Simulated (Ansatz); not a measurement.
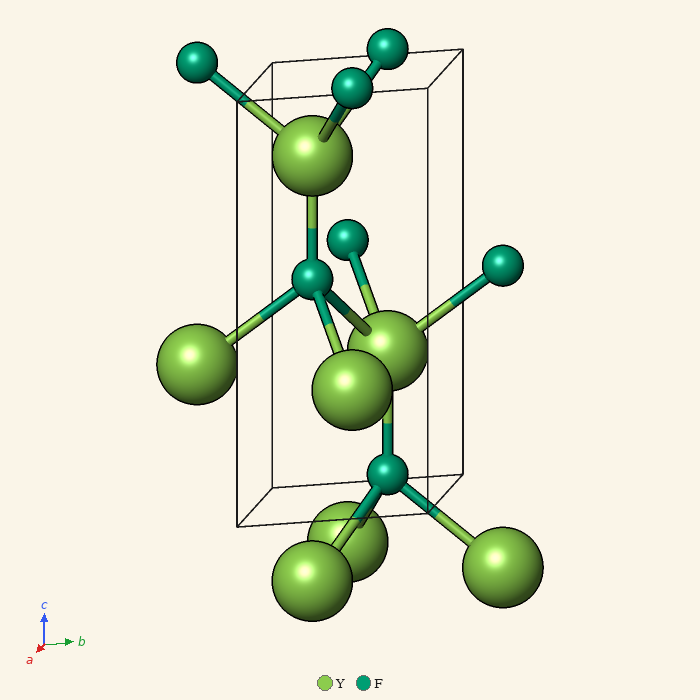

YF (space group P6_3mc, No. 186): the input geometry of an electronic-structure calculation (not necessarily at equilibrium); the starting structure was generated, so it need not be a known form of this composition.

Bonds are taken as F–Y below 2.9 Å. The graph is simplified in the usual way: terminal and isolated atoms are pruned, two-connected atoms become edges.

Question: What kind of net remains, and which atoms are its nodes?

Answer: A uninodal 4-connected, three-periodic net: Y and F are 4-connected nodes.

Question: Does the net have a name?

Answer: It is the lon net, known from lonsdaleite, wurtzite and tridymite.

Question: Is the net interpenetrated?

Answer: It is a single net, without interpenetration.

Question: Give the first ten terms of the coordination sequence (nodes one, two, three … edges away).

Answer: Y and F: 4, 12, 25, 44, 67, 96, 130, 170, 214, 264.
